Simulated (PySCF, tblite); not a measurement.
# Al16N17H17: electronic excitations

Aim: compute the electronic excitations of Al16N17H17.

Computed with tblite 0.8.0 and PySCF 2.14.0 and routines of our own; the level stands in each step. Atoms count from 0.

## 1. The starting structure

50 atoms, charge 0, multiplicity 1; geometry from: force field, distance geometry or constructed start.

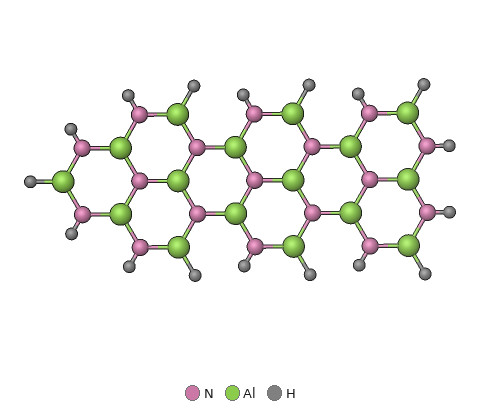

The starting geometry (nitrogen pink, aluminium green, hydrogen grey); sticks join atoms by distance alone.

## 2. Relaxing the molecule with GFN2-xTB

The job: settings as JSON, then the geometry in Å.

```
{"job": {"kind": "relax", "xc": "GFN2-xTB", "basis": "xTB"}, "charge": 0, "multiplicity": 1}
N      1.563700    -2.609800    -0.001600
Al    -0.003200    -1.705400    -0.006900
N     -1.553600    -2.610300     0.001000
Al    -1.559500    -4.403600    -0.006200
N     -0.001000    -5.309200     0.003400
Al     1.555500    -4.408500    -0.002600
N      0.000100     5.493700    -0.003300
Al    -1.555400     6.394700     0.001500
N     -3.115000     5.489900    -0.000400
Al    -3.120500     3.691200     0.001600
N     -1.560900     2.790800    -0.002100
Al    -0.002500     3.690000    -0.000000
N     -3.121100    -5.307300     0.005000
Al    -3.115500    -7.108600    -0.002700
N     -1.561000    -8.002900     0.000200
Al    -0.001900    -7.107400     0.006300
N      3.118100     5.493900     0.000900
Al     1.557700     6.388600    -0.001000
N      1.558200     2.793800     0.002500
Al     3.120500     3.692900     0.002700
N      3.115400     0.095800     0.001500
Al     1.557900     0.993500    -0.000200
N      0.003400     0.096600     0.006600
Al     3.113500    -1.712300    -0.001500
Al    -1.558300     0.994600     0.000900
N      3.111600    -5.308900     0.002500
N      1.559500    -8.005700    -0.000700
Al     3.117100    -7.107400     0.001200
N     -3.117100     0.092400    -0.002000
Al    -3.116600    -1.707600     0.003400
N      1.562400     8.192600    -0.001100
Al    -0.001900     9.093300     0.000200
N     -1.559800     8.192100    -0.001900
H     -4.016300     6.010700     0.003700
H     -4.450200     2.923800    -0.003300
H     -4.017900    -4.785800    -0.002900
H     -4.452200    -7.877900    -0.004100
H     -1.557900    -9.045500    -0.002600
H      4.019500     6.008100    -0.000100
H      4.446600     2.925400     0.001200
H      4.018300     0.609700     0.003800
H      4.457300    -2.483600     0.003700
H      4.023300    -4.787000    -0.003600
H      1.561400    -9.048500    -0.001800
H      4.447700    -7.876300     0.002400
H     -4.020300     0.613600    -0.003400
H     -4.449000    -2.477900    -0.000600
H      2.459200     8.714600     0.002300
H      0.001600    10.632400     0.000200
H     -2.457600     8.712700     0.002000
```

Started as:

```sh
$ OMP_NUM_THREADS=4 python large_run.py task.json out
```

One launch serves the whole session: the jobs run in the order shown.

The log of the run:

```text
step      E/eV     max force
  0   -2083.65914    1.096
  1   -2083.78570    0.397
  2   -2083.81016    0.268
  3   -2083.83233    0.168
  4   -2083.83758    0.121
  5   -2083.84685    0.155
  6   -2083.85360    0.172
  7   -2083.86386    0.174
  8   -2083.87094    0.142
  9   -2083.87460    0.089
 10   -2083.87589    0.075
 11   -2083.87679    0.075
 12   -2083.87798    0.068
 13   -2083.87935    0.070
 14   -2083.88059    0.057
 15   -2083.88148    0.046
 16   -2083.88217    0.048
 17   -2083.88283    0.045
 18   -2083.88345    0.053
 19   -2083.88395    0.039
 20   -2083.88432    0.035
 21   -2083.88464    0.035
 22   -2083.88495    0.039
 23   -2083.88525    0.035
 24   -2083.88551    0.025
 25   -2083.88575    0.027
 26   -2083.88600    0.028
 27   -2083.88624    0.028
 28   -2083.88646    0.022
 29   -2083.88668    0.023
 30   -2083.88693    0.028
 31   -2083.88720    0.027
 32   -2083.88744    0.025
 33   -2083.88765    0.024
 34   -2083.88786    0.026
 35   -2083.88812    0.029
 36   -2083.88836    0.027
 37   -2083.88855    0.019
```

Wall time 8.5 s (4 threads of Intel Xeon 6975P-C, shared host); peak memory 0.16 GiB.

Relaxation path:

```
step  energy from step 0 (eV)  largest force (eV/Å)
   0                   0.0000                1.0958
   1                  -0.1266                0.3967
   2                  -0.1510                0.2687
   3                  -0.1732                0.1680
   4                  -0.1784                0.1205
   5                  -0.1877                0.1546
   6                  -0.1945                0.1720
   7                  -0.2047                0.1743
   8                  -0.2118                0.1422
  10                  -0.2167                0.0752
  12                  -0.2188                0.0681
  14                  -0.2215                0.0576
  17                  -0.2237                0.0446
  19                  -0.2248                0.0389
  21                  -0.2255                0.0350
  23                  -0.2261                0.0357
  26                  -0.2269                0.0285
  28                  -0.2273                0.0216
  30                  -0.2278                0.0279
  33                  -0.2285                0.0242
  34                  -0.2287                0.0262
  35                  -0.2290                0.0294
  36                  -0.2292                0.0274
  37                  -0.2294                0.0190
```

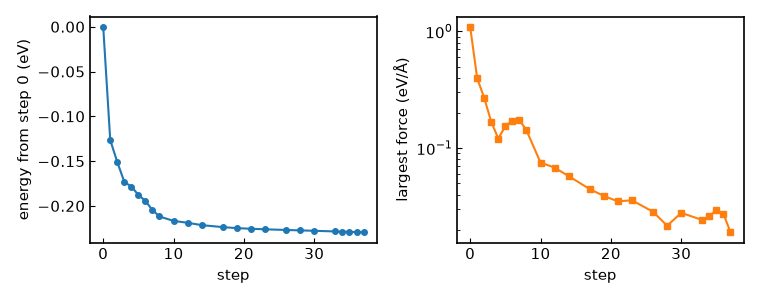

Energy and force, step by step.

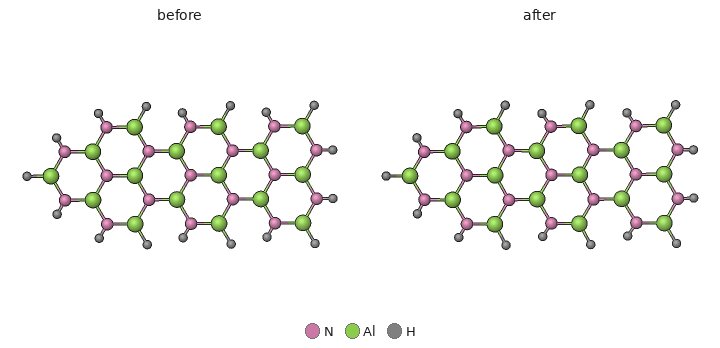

Before and after, at one scale.

Distances of close pairs at the start and the end, largest changes first:

| bond | before (Å) | after (Å) | change (Å) |
| --- | --- | --- | --- |
| N25–H42 | 1.051 | 1.019 | -0.032 |
| N26–H43 | 1.043 | 1.017 | -0.025 |
| N14–H37 | 1.043 | 1.017 | -0.025 |
| N8–H33 | 1.041 | 1.016 | -0.025 |
| N28–H45 | 1.043 | 1.018 | -0.025 |
| Al1–N2 | 1.795 | 1.820 | +0.025 |
| N16–H38 | 1.038 | 1.016 | -0.022 |
| N20–H40 | 1.039 | 1.018 | -0.021 |

The final coordinates are the input of the step that follows.

## 3. Vibrational analysis with GFN2-xTB

The job: settings as JSON, then the geometry in Å.

```
{"job": {"kind": "ir", "xc": "GFN2-xTB", "basis": "xTB"}, "charge": 0, "multiplicity": 1}
N      1.594274    -2.634773     0.000186
Al    -0.000062    -1.757723    -0.000387
N     -1.594723    -2.634373    -0.000528
Al    -1.566527    -4.447919    -0.001087
N     -0.000132    -5.364446    -0.000110
Al     1.566230    -4.448133    -0.000313
N      0.000380     5.513560    -0.000337
Al    -1.562614     6.438782     0.000559
N     -3.121252     5.527251     0.001240
Al    -3.146702     3.731772    -0.000167
N     -1.590310     2.812051    -0.000121
Al     0.000705     3.691106     0.000199
N     -3.115907    -5.382583    -0.000325
Al    -3.147210    -7.178617    -0.001577
N     -1.580168    -8.061439    -0.000986
Al    -0.000112    -7.180468     0.001525
N      3.122244     5.527239     0.000280
Al     1.563457     6.438360    -0.000329
N      1.591433     2.811801     0.001009
Al     3.147320     3.731840     0.001324
N      3.113175     0.087135     0.001136
Al     1.552289     0.997755     0.001037
N      0.000177     0.061905     0.001034
Al     3.147219    -1.706806     0.001551
Al    -1.551999     0.997765     0.000292
N      3.115332    -5.382921    -0.001040
N      1.579432    -8.061935    -0.000561
Al     3.145945    -7.178809     0.000912
N     -3.113223     0.087718    -0.002143
Al    -3.147427    -1.706119     0.000676
N      1.540677     8.246983     0.000404
Al     0.000831     9.172486    -0.000036
N     -1.539615     8.247668     0.000407
H     -3.987113     6.058902     0.002119
H     -4.505656     3.017369    -0.003292
H     -3.962555    -4.815907    -0.000981
H     -4.465403    -7.951995    -0.003792
H     -1.551192    -9.078421    -0.000416
H      3.988105     6.058905     0.000101
H      4.506161     3.017836     0.002019
H      3.958754     0.653949     0.001936
H      4.500836    -2.432313     0.002351
H      3.962532    -4.817167    -0.001725
H      1.550066    -9.078817     0.000429
H      4.463613    -7.953035     0.002373
H     -3.958776     0.654530    -0.002396
H     -4.500952    -2.431455     0.000650
H      2.445269     8.711781     0.000446
H      0.000740    10.700690     0.000115
H     -2.444285     8.712498     0.000467
```

The log of the run:

```text
mode    cm-1     km/mol
  1     -34.8      0.15
  2     -31.5      0.73
  3     -27.4      0.32
  4     -26.0      5.79
  5       5.5      0.00
  6      14.1      1.37
  7      21.3      0.00
  8      27.1      0.61
  9      34.2      0.01
 10      36.4      0.04
 11      39.8      0.00
 12      44.0      1.89
 13      49.6      0.00
 14      51.5      0.00
 15      55.2      0.38
 16      65.7      1.29
 17      67.4     14.62
 18      71.0      4.15
 19      74.9      1.05
 20      75.7      0.01
 21      77.2      3.02
 22      84.4      0.74
 23      87.3      0.01
 24      94.3      0.00
 25     106.1      0.10
 26     109.5     17.79
 27     118.8      1.40
 28     127.3      0.00
 29     132.8      0.04
 30     138.5      2.99
 31     139.0      3.54
 32     145.5      3.21
 33     152.9      3.29
 34     162.2      0.40
 35     164.6     13.73
 36     179.8      0.51
 37     210.6      0.15
 38     213.6     10.18
 39     219.0      0.01
 40     229.6     20.51
 41     231.8      0.00
 42     232.6      0.08
 43     234.1      0.00
 44     235.8      0.00
 45     236.3      0.00
 46     248.5     14.97
 47     251.5      0.02
 48     275.0      1.59
 49     276.3      2.99
 50     277.4     12.98
 51     283.0     25.72
 52     289.8      0.23
 53     300.3     82.32
 54     313.7      4.03
 55     358.3      0.01
 56     365.5      0.02
 57     368.6      1.34
 58     379.7      0.05
 59     390.9      0.02
 60     393.0     13.99
 61     396.4      4.46
 62     396.6     36.01
 63     401.4      0.05
 64     404.9      4.77
 65     409.2    157.65
 66     428.0      0.26
 67     429.4      0.10
 68     431.1      3.42
 69     431.8      0.02
 70     432.6    155.33
 71     436.3      1.54
 72     440.0      0.01
 73     445.9   1367.61
 74     447.9      0.97
 75     472.9      1.50
 76     480.6     15.83
 77     499.8     74.02
 78     513.3    208.25
 79     519.0     42.31
 80     559.0     10.15
 81     567.5     63.04
 82     570.0    167.94
 83     573.6     11.54
 84     597.5      4.56
 85     599.7     56.44
 86     606.2    191.17
 87     657.5    409.09
 88     659.7    111.97
 89     662.2    171.62
 90     668.7     30.16
 91     673.4      0.96
 92     674.0    283.42
 93     684.2      0.97
 94     695.9      1.29
 95     704.2    116.66
 96     717.8     13.19
 97     720.8     11.64
 98     723.5     46.53
 99     737.9     95.79
100     748.6     34.48
101     766.0     48.96
102     771.2     78.55
103     776.1     62.54
104     796.4     73.86
105     801.3      2.48
106     803.9     25.58
107     817.3      6.08
108     822.3     72.40
109     822.6    422.73
110     825.4     43.23
111     830.3     84.52
112     834.0    792.69
113     836.6    297.33
114     843.9     25.39
115     847.1    488.64
116     852.7    258.04
117     859.1    112.21
118     862.2     15.51
119     872.0     76.61
120     876.6     58.57
121     877.7   1305.63
122     878.5    838.73
123     879.4   1690.26
124     886.4    820.86
125     887.2    267.46
126     890.6      0.66
127     893.7     57.65
128    1804.7    659.76
129    1806.4     96.73
130    1807.2    783.87
131    1810.3    268.22
132    1856.5    850.23
133    1858.6   1049.44
134    1859.6     58.89
135    3286.6      1.60
136    3287.3      2.41
137    3296.3      2.00
138    3297.0      4.26
139    3307.1      0.86
140    3311.0      0.13
141    3313.5     16.61
142    3314.5      5.15
143    3326.7     13.29
144    3326.8     10.82
```

Wall time 57 s (4 threads of Intel Xeon 6975P-C, shared host); peak memory 0.16 GiB.

The strongest bands and the atoms that carry them (share of the mass-weighted mode):

```
cm⁻¹  km/mol                                    atoms
 446  1367.6   H35 12 %, H42 11 %, H40 10 %, H45 10 %
 834   792.7                       N22 41 %, Al1 11 %
 878  1305.6                                 N16 14 %
 878   838.7                                         
 879  1690.3   N20 15 %, N28 14 %, N32 11 %, N30 11 %
 886   820.9  N26 18 %, N14 18 %, Al15 12 %, N12 11 %
1856   850.2                       H36 51 %, H44 45 %
1859  1049.4                       H48 78 %, H44 10 %
```

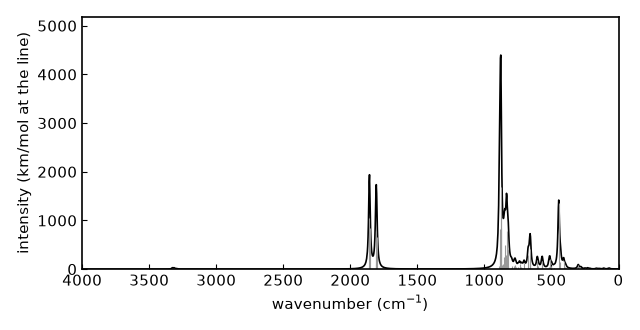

The infrared spectrum from these modes, unscaled. Lines are broadened to a width of 14 cm⁻¹ (Lorentzian).

## 4. Electronic excitations: TDDFT PBE0/def2-SVP

The job, as its differences from that of step 3:

```diff
@@ -1,2 +1,2 @@
-{"job": {"kind": "ir", "xc": "GFN2-xTB", "basis": "xTB"}, "charge": 0, "multiplicity": 1}
+{"job": {"kind": "uv", "basis": "def2-SVP", "grid": 1, "kgrid": 0, "vcut": 1.5, "nstates": 6, "ntriplets": 2, "tda": false, "delta": ["ip_vertical"], "pop": true, "xc": "PBE0"}, "charge": 0, "multiplicity": 1}
 N      1.594274    -2.634773     0.000186
```

Level: TDDFT PBE0/def2-SVP, vertical, gas phase, core orbitals frozen in the response, virtual orbitals cut by energy.

The log of the run:

```text
start: PBE on a coarse grid of 52019 points
cycle   1  E = -4813.8077106957  dE =  3.891e+00  |g| = 2.670e+00  |ddm| = 8.729e+00
cycle   2  E = -4805.9641798608  dE =  7.844e+00  |g| = 5.817e+00  |ddm| = 8.530e+00
cycle   3  E = -4815.3910582837  dE = -9.427e+00  |g| = 4.519e-01  |ddm| = 7.029e+00
cycle   4  E = -4815.4323608921  dE = -4.130e-02  |g| = 3.766e-01  |ddm| = 1.143e+00
cycle   5  E = -4815.4669209801  dE = -3.456e-02  |g| = 1.745e-01  |ddm| = 4.771e-01
cycle   6  E = -4815.4747764561  dE = -7.855e-03  |g| = 2.542e-02  |ddm| = 1.791e-01
cycle   7  E = -4815.4749242929  dE = -1.478e-04  |g| = 1.095e-02  |ddm| = 3.416e-02
cycle   8  E = -4815.4749473353  dE = -2.304e-05  |g| = 5.128e-03  |ddm| = 1.272e-02
final grid: 213863 points
cycle   9  E = -4816.6990980235  dE = -2.625e-02  |g| = 3.271e-02  |ddm| = 6.035e-01
cycle  10  E = -4816.6992325761  dE = -1.346e-04  |g| = 2.622e-02  |ddm| = 6.972e-02
cycle  11  E = -4816.6993647111  dE = -1.321e-04  |g| = 1.340e-02  |ddm| = 3.188e-02
cycle  12  E = -4816.6993972640  dE = -3.255e-05  |g| = 2.310e-03  |ddm| = 1.096e-02
cycle  13  E = -4816.6994003413  dE = -3.077e-06  |g| = 1.447e-03  |ddm| = 3.036e-03
cycle  14  E = -4816.6993975625  dE =  2.779e-06  |g| = 2.319e-04  |ddm| = 1.298e-03
cycle  15  E = -4816.6994013519  dE = -3.789e-06  |g| = 5.607e-05  |ddm| = 2.829e-04
converged SCF energy = -4816.6994013519

Static polarisability (au): isotropic 447.013, principal 265.367 470.099 605.571

Singlet excitations
state   eV       nm        f      main configurations
  1   4.8204    257.2   0.00000   H->L 0.52, H-1->L 0.16, H->L+1 0.14
  2   4.9362    251.2   0.00000   H-1->L 0.53, H->L+1 0.21
  3   5.0197    247.0   0.00015   H-2->L 0.27, H-3->L 0.19, H-5->L 0.19
  4   5.0562    245.2   0.00006   H-3->L 0.43, H-5->L 0.40
  5   5.1042    242.9   0.00000   H-4->L 0.54, H-1->L+1 0.20
  6   5.1157    242.4   0.00026   H-3->L+1 0.25, H-5->L 0.21, H-6->L 0.14

Triplet excitations (Tamm-Dancoff, eV): 4.6823 4.7845
```

It took 4.2 min on 4 threads of Intel Xeon 6975P-C, shared host; peak memory 3.2 GiB.

Warnings kept with the result: ip_vertical: open-shell SCF did not converge.

The orbitals next to the gap, with their largest atomic shares:

```
orbital     eV                            atoms
 HOMO−4  -7.01     N28 14 %, N20 13 %, N30 12 %
 HOMO−3  -6.99      N4 31 %, N20 10 %, N28 10 %
 HOMO−2  -6.94      N25 26 %, N12 26 %, N26 7 %
 HOMO−1  -6.83      N32 18 %, N30 18 %, N8 11 %
   HOMO  -6.65     N14 20 %, N26 19 %, N12 16 %
   LUMO  -1.00  Al11 11 %, Al21 10 %, Al24 10 %
 LUMO+1  -0.66       Al3 9 %, Al5 9 %, Al11 7 %
 LUMO+2  -0.18     Al15 10 %, Al7 8 %, Al17 8 %
 LUMO+3   0.07    Al9 33 %, Al19 32 %, Al31 7 %
```

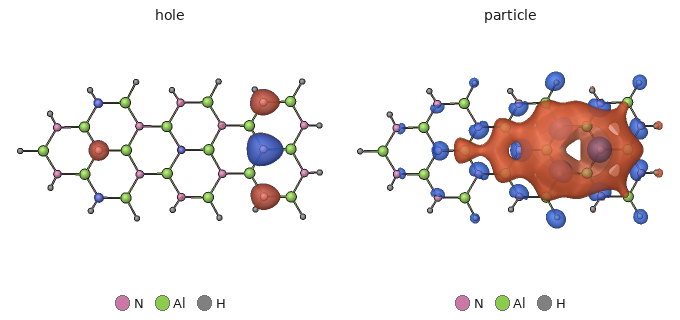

Leading natural transition orbitals of singlet state 6: the electron leaves the hole (left) for the particle orbital (right).

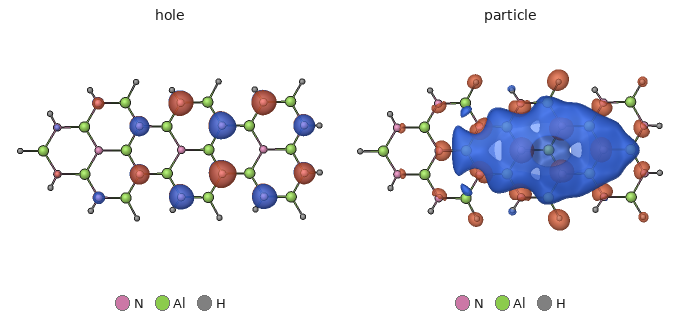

Leading natural transition orbitals of singlet state 1: the electron leaves the hole (left) for the particle orbital (right).

Further results of this job:

```
           property  computed
  dipole moment (D)      2.73
polarisability (Å³)     66.24
 HOMO–LUMO gap (eV)      5.65
      −ε(HOMO) (eV)      6.65
```

The fields below are evaluated on a grid from the run's orbitals.

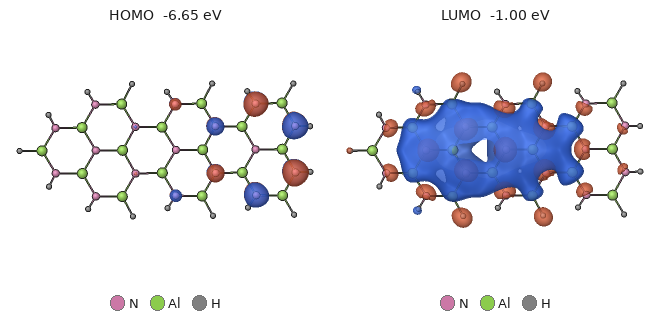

Frontier orbitals at PBE0/def2-SVP; each surface holds 70 % of the orbital's density, blue and red mark the sign. The LUMO is diffuse and is cut off by the edge of the grid.

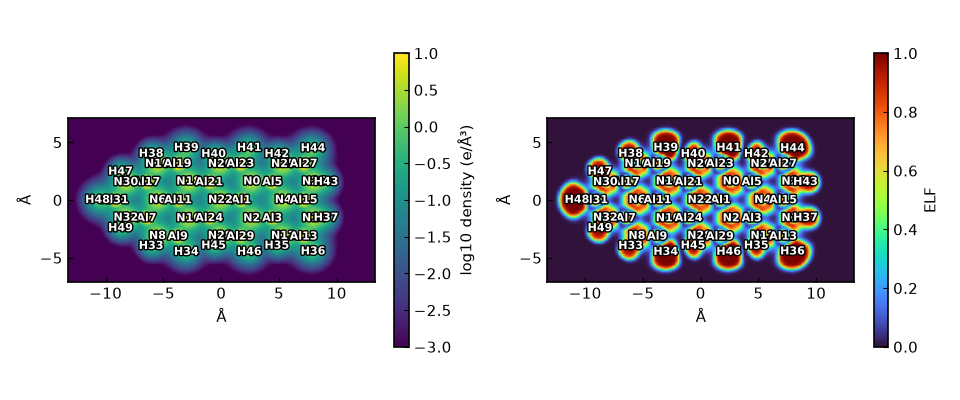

Density (left) and ELF (right) in a plane through or near 50 of the atoms.

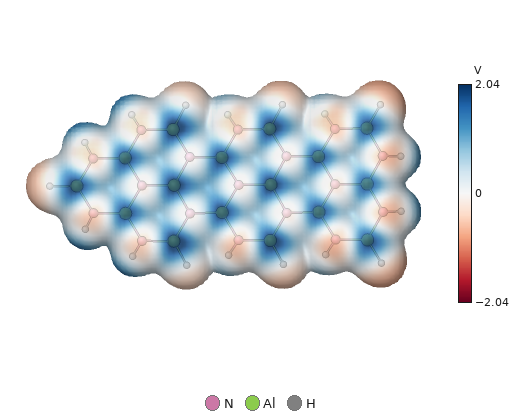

Electrostatic potential on the surface of density 0.002 e/bohr³; red is low, blue high. It runs from -0.74 to 2.04 V.

## 5. Outcome

| quantity | value |
| --- | --- |
| strongest single infrared mode (GFN2-xTB) | 879 cm⁻¹, 1690 km/mol |
| zero-point energy (GFN2-xTB) | 143.5 kcal/mol |
| lowest singlet (PBE0/def2-SVP) | 4.82 eV (257 nm), f = 0.000 |
| brightest single state of those computed | state 6, 5.12 eV, f = 0.000 |
| lowest triplet | 4.68 eV |
| surface potential, least and greatest | -0.74 V and 2.04 V |

The lowest mode is imaginary (35i cm⁻¹), so the xTB geometry is not a minimum. Unscaled tight-binding wavenumbers are off by several per cent, some by more. Its intensities can rank the bands wrongly. The lowest singlet, at 4.82 eV, is HOMO→LUMO 0.52, HOMO−1→LUMO 0.16 and is dark. The lowest triplet lies 0.14 eV below the lowest singlet (triplets in Tamm-Dancoff, singlets in full TDDFT). At PBE0/def2-SVP, counted by nearest atom on the grid, the HOMO lies on N14, N26 about 19 % each; N12, N25 about 15 % each, the LUMO on 4 Al atoms about 7 % each; N10, N18, N22 about 6 % each.
